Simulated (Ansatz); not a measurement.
```xyz
5

Al   -0.9026   -0.2304    0.9638
Br   -0.6017   -2.2576    1.8237
N    -1.2896    1.4125    0.5378
O    -0.2097    0.5194   -0.5407
H     0.5976    1.0452   -0.5021
```

Geometry: PBE0-D3(BJ)/def2-SVP.

These are results of isolated molecule in a Gaussian basis; Kohn-Sham density functional theory, functional PBE0 (Ansatz), not measurements.

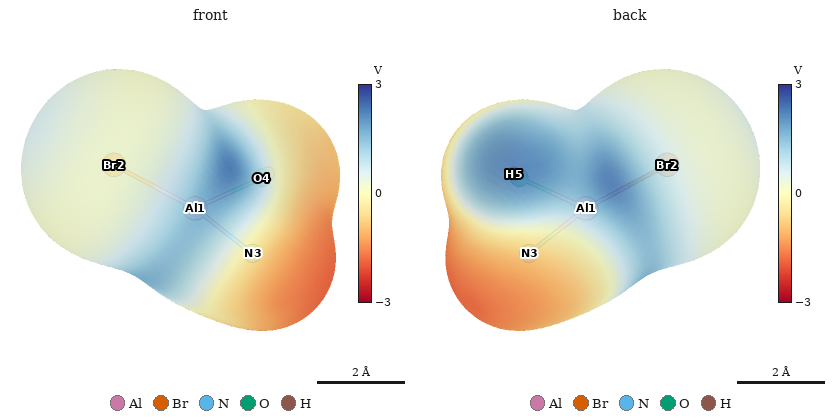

AlBrHNO. The electrostatic potential painted on the density surface at 0.001 e/bohr³, seen from the front and from behind; the colour scale runs from red (negative) to blue (positive).

Question: Describe the electrostatic potential map.

Answer: The most negative region (about −1.8 V) lies over N3, the most positive (about +2.3 V) over Al1 and H5. N3 is the likeliest acceptor of a hydrogen bond.

Question: What dipole moment does the calculation give?

Answer: Its dipole moment is 2.98 D.
